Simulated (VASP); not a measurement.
Band structure of GaAs (zinc blende). Calculation: modified Becke-Johnson potential (mBJ), VASP's PBE PAW potentials (set 64) (plane waves; VASP).

mBJ is a potential without an energy functional, so only the levels count.

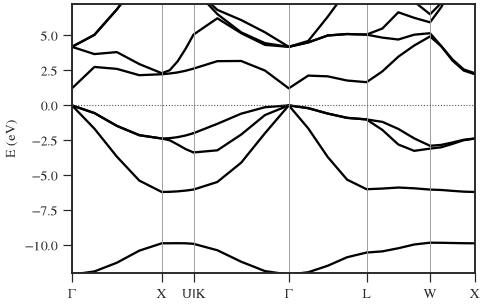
Bands along high-symmetry lines, zero at the valence-band maximum or, without a gap, the Fermi level

**Question.** Read the plot: is there a gap, and where are the band edges?

**Answer.** The gap is direct, 1.22 eV, from the valence maximum at Γ to the conduction minimum at Γ.

Measured: gap 1.57 eV (computed value off by -0.35 eV), as given by Wei Chen et al., Physical Review Materials (2018), doi:10.1103/physrevmaterials.2.073803 [zero-point renormalisation of 0.05 eV added back (the table's ZPR column)].

The compound is GaAs in the zinc blende structure. It was relaxed first, which changed the volume by +5 %. The cell's shape comes from a PBE relaxation.
